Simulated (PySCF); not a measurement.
Input file:

```
{"job": {"kind": "nmr", "xc": "PBE0", "basis": "pcSseg-1"}, "charge": 0, "multiplicity": 1}
C     -2.103595     0.815810    -0.711856
C     -1.345206    -0.189124     0.159622
C     -1.411499     0.205210     1.630932
C     -1.884919    -1.602564    -0.057604
N      0.042773    -0.173239    -0.258387
N      0.422866    -0.695099    -1.400150
C      1.721340    -0.454547    -1.458435
C      2.102347     0.241164    -0.300487
Si     3.765908     0.885333     0.256096
N      0.996017     0.396388     0.426924
H     -1.712084     1.819127    -0.559051
H     -1.992573     0.553753    -1.761301
H     -3.159794     0.811561    -0.457413
H     -2.446815     0.218508     1.960488
H     -0.856330    -0.505091     2.238098
H     -0.977062     1.189604     1.779739
H     -2.937108    -1.644593     0.210228
H     -1.769926    -1.887866    -1.099878
H     -1.338397    -2.313928     0.557659
H      2.316519    -0.772180    -2.289559
H      4.540441    -0.210648     0.847589
H      3.560086     1.953799     1.230384
H      4.462258     1.385605    -0.933558
```

Command:

```sh
OMP_NUM_THREADS=1 python probes_run.py task.json out
```

Geometry: GFN2-xTB.

Computed with PySCF, PBE0/pcSseg-1, SCF density, gas phase, non-relativistic.

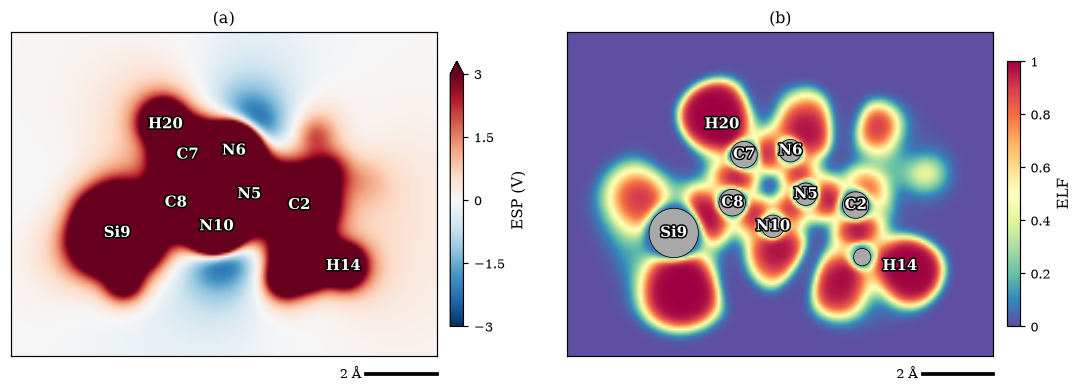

C$_{6}$H$_{13}$N$_{3}$Si. (a) molecular electrostatic potential; (b) electron localisation function on the plane of atoms N5, N10 and C8. Grey discs cover the atomic cores in the ELF map.

Interpret the plot.

Answer.
- The section cuts through C, N, Si and H sites.
- N–N (1.30 Å): the ELF peaks at about 0.90 between the atoms (localised, covalent bonding).
- C–N (1.32 Å): the ELF peaks at about 0.90 between the atoms (localised, covalent bonding).
- C–C (1.40 Å): the ELF peaks at about 0.95 between the atoms: localised, covalent bonding.
- C–Si (1.87 Å): the ELF peaks at about 1 between the atoms; localised, covalent bonding.
- C–H (1.07 Å): the ELF climbs to about 1 towards the hydrogen, as it does in any bond to H: an ordinary covalent bond to hydrogen.
- The ELF also peaks beside N10 and N6, away from the bonds: lone-pair regions.
- Outside the dense part of the molecule the potential is most negative (−2.1 V) near N10.
